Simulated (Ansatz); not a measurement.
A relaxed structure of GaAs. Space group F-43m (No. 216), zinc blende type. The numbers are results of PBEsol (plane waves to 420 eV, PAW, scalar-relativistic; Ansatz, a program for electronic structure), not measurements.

```cif
data_AsGa
_chemical_formula_sum 'As1 Ga1'
_space_group_name_H-M_alt 'P 1'
_space_group_IT_number 1
_cell_length_a 4.00137
_cell_length_b 4.00137
_cell_length_c 4.00137
_cell_angle_alpha 60.000
_cell_angle_beta 60.000
_cell_angle_gamma 60.000
loop_
_space_group_symop_operation_xyz
  'x, y, z'
loop_
_atom_site_label
_atom_site_type_symbol
_atom_site_fract_x
_atom_site_fract_y
_atom_site_fract_z
_atom_site_occupancy
As1 As 0.75000 0.75000 0.75000 1
Ga1 Ga 0.00000 0.00000 0.00000 1
```

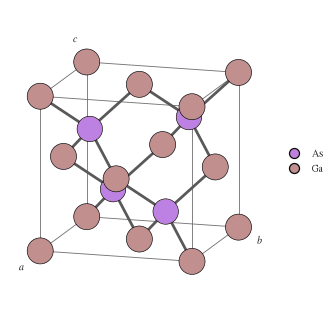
Fig. 1. The conventional cell of the relaxed structure

For GaAs, the volume per atom comes out as 22.65 Å³ and the density is 5.30 g/cm³. The band gap is 0.42 eV, direct at Γ (no spin-orbit coupling), the shortest distances comes out as As–Ga 2.45 Å and the k-mesh comes out as 10×10×10.

Band energies at high-symmetry points (eV from the VBM; labels of this space group; no spin-orbit coupling), from −5 eV up to 1.3 eV:

```csv
point,energies
Γ,0.00 0.00 0.00 0.42
X,-2.68 -2.68
U,-3.88 -2.26
K,-3.88 -2.26
L,-1.14 -1.14 0.92
W,-3.55 -3.36
```

No spin polarisation in the result.

Measured for GaAs: a 5.64 Å (static lattice; corrected from measurement; as listed in Daniel Mejia-Rodriguez, S. B. Trickey, Phys. Rev. B (2018)); gap 1.57 eV (static lattice; corrected from measurement; as listed in Wei Chen et al., Physical Review Materials (2018)). Computed minus measured — a: PBEsol +0.3 %; gap: PBEsol -1.15 eV. The computed values are for a static lattice, and a measured gap can be an optical one, lowered by exciton binding.

The run could not lose the symmetry of its start.

All atoms sit on sites fixed by symmetry, so only the cell could relax.
